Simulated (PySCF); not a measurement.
# ZrH$_{2}$: single-point calculation

The run: single-point calculation of ZrH$_{2}$, multiplicity 3. Method and program: UKS-based B3LYP, Zr def2-TZVP with ECP28, H def2-TZVP; non-relativistic Hamiltonian with a scalar-relativistic core potential; density fitting (PySCF 2.14.0).

The geometry comes from this level: PBE0.

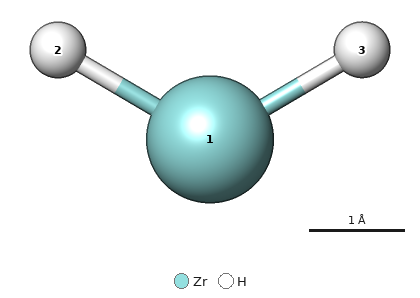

Fig. 1: The structure (ball-and-stick view, seen on its broad side; atoms are numbered from 1 in the order of the input). Sticks mark near contacts. Bond lengths as drawn: H–Zr 1.86 Å.

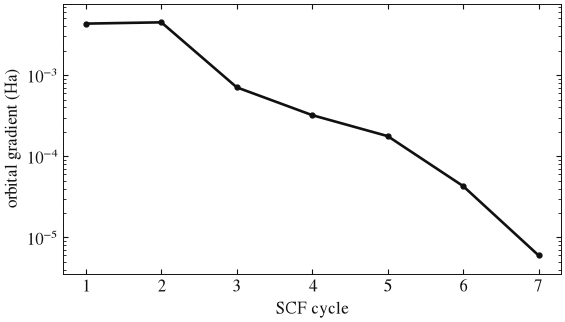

Fig. 2: Convergence of the self-consistent field: orbital gradient against the SCF cycle. The residual falls almost steadily, with no more than small rises.

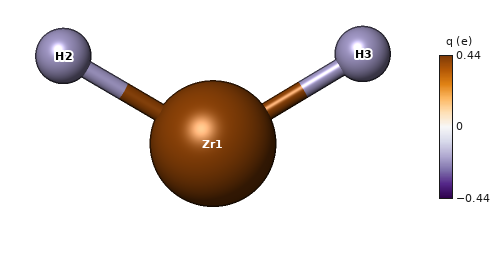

Fig. 3: Mulliken charges, as the colour of each atom (ball-and-stick view, seen on its broad side; atoms are numbered from 1 in the order of the input). By element: Zr +0.42 and H −0.21 e.

These pictures come from the run below.

**The input**
```python
from pyscf import gto, scf, dft
mol = gto.M(atom='''
Zr     0.000000     0.000000    -0.020722
H      1.601986    -0.000000     0.924290
H     -1.601986     0.000000     0.924290''',
    basis={'Zr': 'def2-TZVP', 'H': 'def2-TZVP'},
    ecp={'Zr': 'def2-TZVP'},
    charge=0, spin=2)
mf = dft.UKS(mol, xc='B3LYP')
mf.grids.atom_grid = (75, 302)
aux = {'Zr': 'def2-universal-JKFIT', 'H': 'def2-universal-JKFIT'}
mf = mf.density_fit(auxbasis=aux)
mf.conv_tol = 1e-09
mf.diis_space = 10
mf.max_cycle = 60
mf.verbose = 4
mf.kernel()
```

The script is an equivalent of the set-up of the self-consistent field. The run itself was carried out by a driver, which started from the orbitals of the step before it where there was one and computed the further properties.

Command:
```bash
OMP_NUM_THREADS=2 python axn.py task.json out
```

**The program's output**
```
init E= -48.1404633362556
  alpha nocc = 8  HOMO = -0.176628615564814  LUMO = -0.0572162171666206
  beta  nocc = 6  HOMO = -0.267801962691869  LUMO = -0.0784525132644247
  HOMO = -0.176628615565  LUMO = -0.0784525132644  gap/eV = 2.67151
cycle= 1 E= -48.1409584903954  delta_E= -0.000495  |g|= 0.00432  |ddm|= 0.0646
  alpha nocc = 8  HOMO = -0.179515935012971  LUMO = -0.0603814182852425
  beta  nocc = 6  HOMO = -0.268484455720975  LUMO = -0.0806314955312919
  HOMO = -0.179515935013  LUMO = -0.0806314955313  gap/eV = 2.69078
cycle= 2 E= -48.1409657706753  delta_E= -7.28e-06  |g|= 0.00448  |ddm|= 0.0156
  alpha nocc = 8  HOMO = -0.178109894744871  LUMO = -0.0590522039282835
  beta  nocc = 6  HOMO = -0.268067865051594  LUMO = -0.0798723544891056
  HOMO = -0.178109894745  LUMO = -0.0798723544891  gap/eV = 2.67318
cycle= 3 E= -48.1409801516666  delta_E= -1.44e-05  |g|= 0.000707  |ddm|= 0.00722
  alpha nocc = 8  HOMO = -0.178234264871233  LUMO = -0.0592182318147576
  beta  nocc = 6  HOMO = -0.268114075465114  LUMO = -0.0800026955647843
  HOMO = -0.178234264871  LUMO = -0.0800026955648  gap/eV = 2.67302
cycle= 4 E= -48.140980836145  delta_E= -6.84e-07  |g|= 0.000321  |ddm|= 0.00154
  alpha nocc = 8  HOMO = -0.17819153143311  LUMO = -0.0591987358955897
  beta  nocc = 6  HOMO = -0.268069082316967  LUMO = -0.0799859986230365
  HOMO = -0.178191531433  LUMO = -0.079985998623  gap/eV = 2.67231
cycle= 5 E= -48.1409810227187  delta_E= -1.87e-07  |g|= 0.000177  |ddm|= 0.000866
  alpha nocc = 8  HOMO = -0.17821794637123  LUMO = -0.0592289649178999
  beta  nocc = 6  HOMO = -0.268017966918046  LUMO = -0.0800139936806712
  HOMO = -0.178217946371  LUMO = -0.0800139936807  gap/eV = 2.67227
cycle= 6 E= -48.1409810679668  delta_E= -4.52e-08  |g|= 4.28e-05  |ddm|= 0.00044
  alpha nocc = 8  HOMO = -0.178223612275273  LUMO = -0.0592369620812843
  beta  nocc = 6  HOMO = -0.268026637219351  LUMO = -0.0800156142222601
  HOMO = -0.178223612275  LUMO = -0.0800156142223  gap/eV = 2.67238
cycle= 7 E= -48.1409810718279  delta_E= -3.86e-09  |g|= 5.98e-06  |ddm|= 0.000137
  alpha nocc = 8  HOMO = -0.178222809682716  LUMO = -0.0592356159555179
  beta  nocc = 6  HOMO = -0.268022671154711  LUMO = -0.0800143266414284
  HOMO = -0.178222809683  LUMO = -0.0800143266414  gap/eV = 2.67239
Extra cycle  E= -48.1409810719566  delta_E= -1.29e-10  |g|= 4.44e-06  |ddm|= 2.84e-05
converged SCF energy = -48.1409810719566  <S^2> = 2.0042193  2S+1 = 3.0028116
```

**Results in brief**

- outcome: converged
- total energy: −48.140981 hartree
- ⟨S²⟩: 2.004
- dipole moment: 2.54 D
- hardware: 2 threads of Arm Neoverse V2, 24 GiB of memory available, shared host
- wall time: 1.9 s (CPU time 3.1 s)
- peak memory: 0.51 GiB
